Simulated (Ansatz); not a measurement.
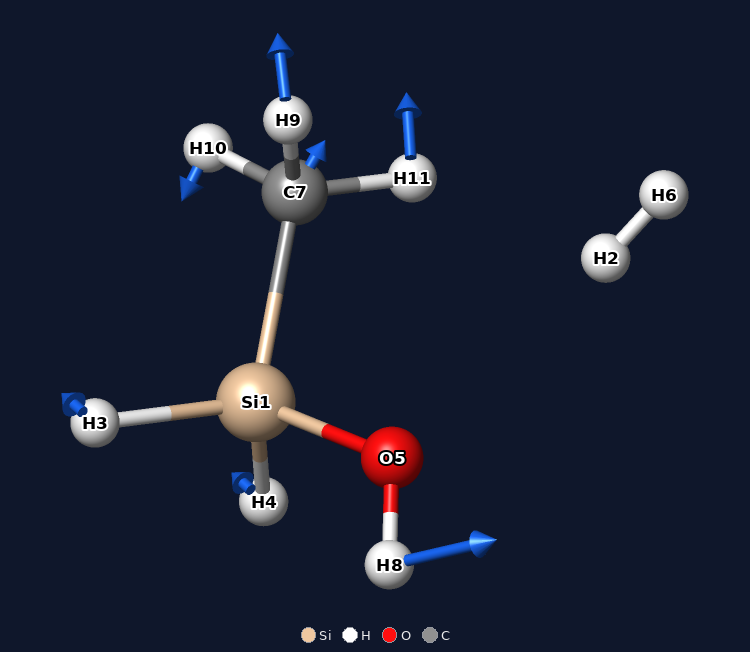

The arrows show one normal mode. Harmonic vibrations computed with RKS PBE0-D4/def2-TZVP (Ansatz 0.2.0) at a stationary point of the same level.

Estimate its harmonic wavenumber.

734 cm⁻¹; it is mode 12 of 27 counted from the lowest.
